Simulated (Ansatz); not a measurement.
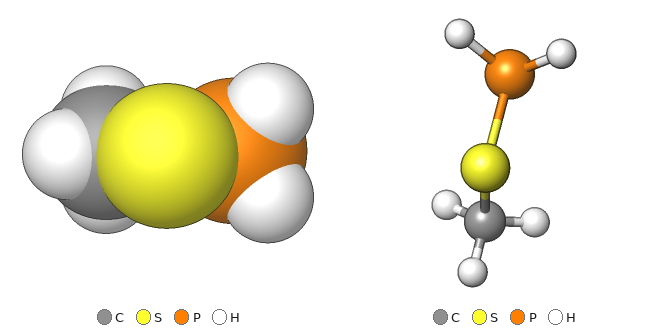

The same structure drawn twice, from different directions.

The geometry was computed by an optimisation with PBE0-D4/def2-TZVP.

What does the picture show?

It has 8 atoms: 1 carbon, 5 hydrogen, 1 phosphorus and 1 sulfur (CH₅PS). Its SMILES string is `CSP`. It has no ring. The point group is Cs. Coordination: 1 C tetrahedral; 1 S bent; 1 P trigonal pyramidal.

The parts below concern this one geometry. Atoms keep their numbers from picture to picture.

## Shape

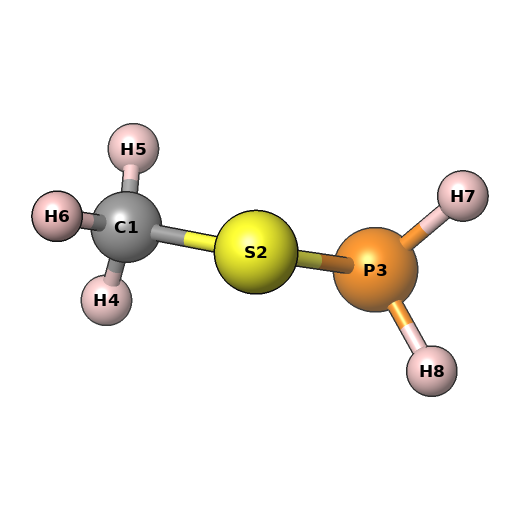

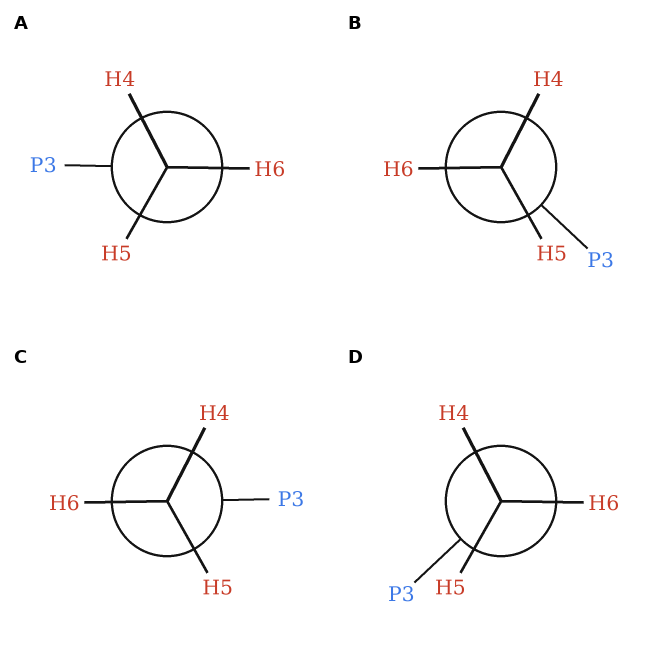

Atoms fade into the background with distance from the viewer. Bonds that would overlap in a projection are set slightly apart.

**Which Newman projection shows the view along C1–S2, with C1 in front?**

C. The torsion angle H4–C1–S2–P3 is 62°, synclinal (gauche).

## Electronic properties

Level of theory: RKS BLYP-D4/def2-TZVPP (Ansatz 0.2.0).

Predict the main results.

- HOMO energy (Kohn–Sham orbital): −5.47 eV
- LUMO energy (Kohn–Sham orbital): −0.96 eV
- HOMO–LUMO gap: 4.51 eV
- dispersion correction: −34.8 kJ/mol

## Vibrations

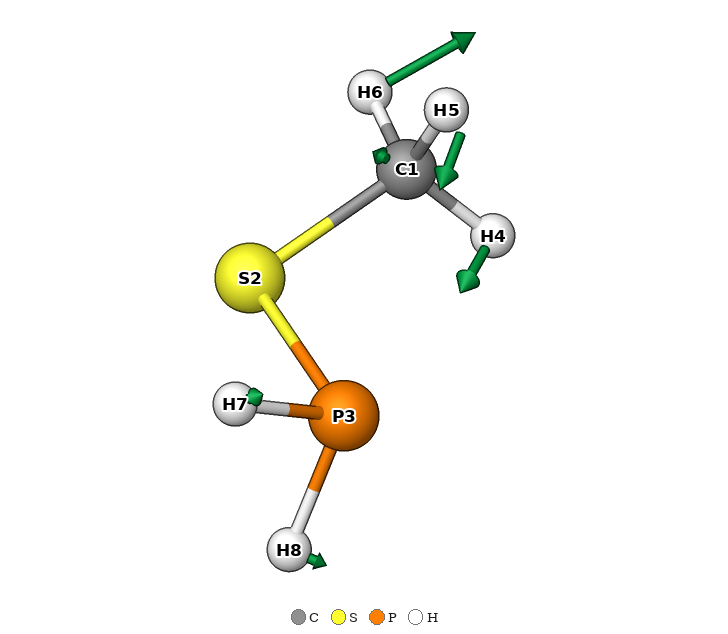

The arrows show one normal mode. Harmonic vibrations computed with RKS PBE0-D4/def2-TZVP (Ansatz 0.2.0) at a stationary point of the same level.

**Describe the motion.**

Mostly H–C–S bending.

**Estimate its harmonic wavenumber.**

986 cm⁻¹; it is mode 9 of 18 counted from the lowest.

## Thermal motion

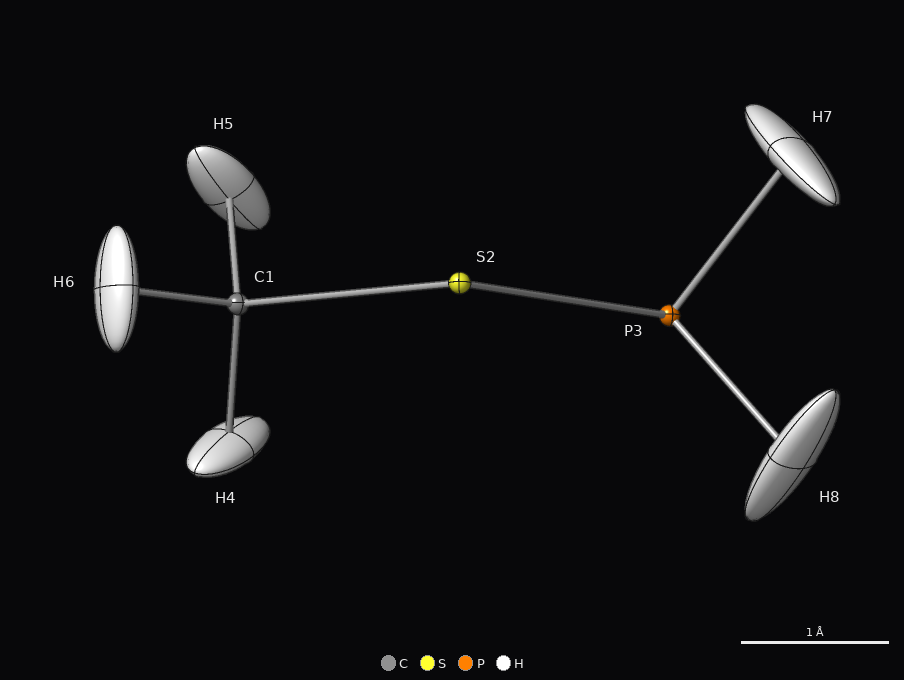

Displacement ellipsoids at the 50 % level, from the internal vibrations of the free molecule (harmonic, no overall translation or rotation; no half-axis is drawn under 0.075 Å). Vibrations computed with RKS PBE0-D4/def2-TZVP (Ansatz 0.2.0). Temperature: 100 K.

List U_eq and the three principal root-mean-square amplitudes for each kind of atom.

```tsv
atom	U_eq (Å²)	rms amplitudes (Å)
C1	0.0017	0.033, 0.037, 0.053
S2	0.00052	0.019, 0.020, 0.028
P3	0.00057	0.017, 0.022, 0.030
H4, H5	0.0365	0.078, 0.130, 0.294
H6	0.0346	0.086, 0.130, 0.282
H7, H8	0.0621	0.084, 0.142, 0.399
```
